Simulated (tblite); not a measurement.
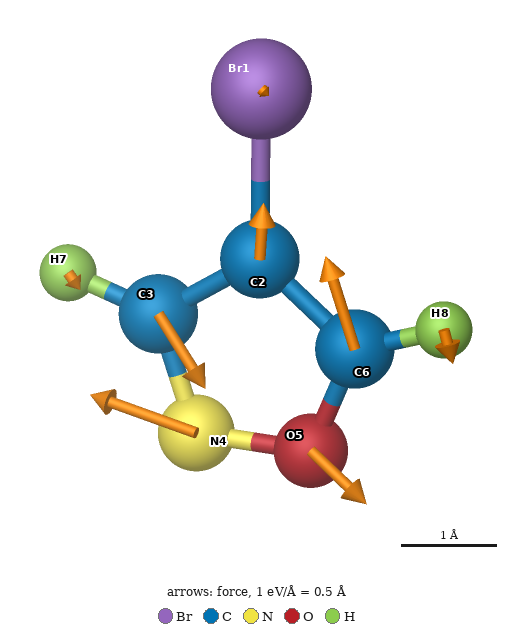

Starting geometry of C3H2BrNO with the computed forces as orange arrows. Style: ball-and-stick. Shown at a tilt.

All numbers below come from GFN2-xTB geometry optimisation, gas phase in tblite. 

**What follows when this structure is relaxed?**

It isn't relaxed: the largest force vector, on N4, is 2.55 eV/Å. The final displacements follow the starting forces only in part (cosine between the two patterns 0.58). The energy falls by 5.63 kcal/mol in 14 geometry steps. The atom that moves furthest after the best rigid fit is H8 (0.12 Å). Largest moves by element: H 0.12 Å, C 0.08 Å, Br 0.05 Å, O 0.03 Å, N 0.03 Å. Near-neighbour distances that change, for instance: N4–O5 1.300 → 1.348 Å, C3–N4 1.339 → 1.300 Å, O5–C6 1.307 → 1.331 Å, C2–C3 1.396 → 1.417 Å. Among the angles between lasting bonds that change: O5–C6–H8 131.7° → 118.6°, C2–C6–H8 122.5° → 132.6°, C2–C3–N4 104.6° → 109.9°.
